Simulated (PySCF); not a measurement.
# BrCu (CuBr): the cost of one run

Computed with PySCF 2.14.0 and routines of our own; the level stands in each step. Atoms count from 0.

## Step 1: The system as given

2 atoms, charge 0, multiplicity 1; geometry from: GFN2-xTB.

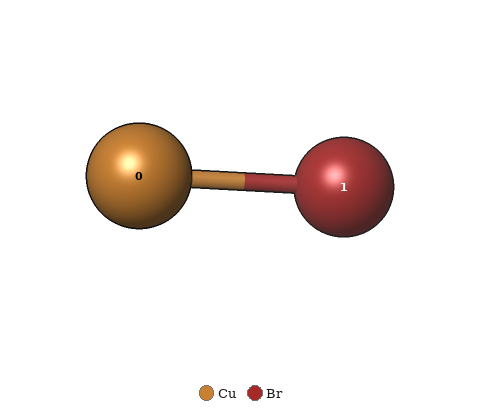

The starting geometry (copper orange, bromine red); sticks join atoms by distance alone.

## Step 2: Geometry optimisation at PBE0-D3(BJ)/def2-SVP

The job: settings as JSON, then the geometry in Å.

```
{"job": {"xc": "PBE0", "basis": "def2-SVP", "d3": "d3bj", "grid": 1, "maxiter": 30, "shake": 0.01, "kind": "geom"}, "charge": 0, "multiplicity": 1}
Cu     1.109000    -0.028440     0.001330
Br    -1.091520    -0.000370    -0.013460
```

Command:

```bash
OMP_NUM_THREADS=1 python heavy_run.py task.json out
```

This one command runs all jobs of the session in turn.

**Question.** How long does this first job take on 1 thread of Arm Neoverse V1, shared host, and how much memory does it need?

About 4.3 s, with a peak of 0.28 GiB.
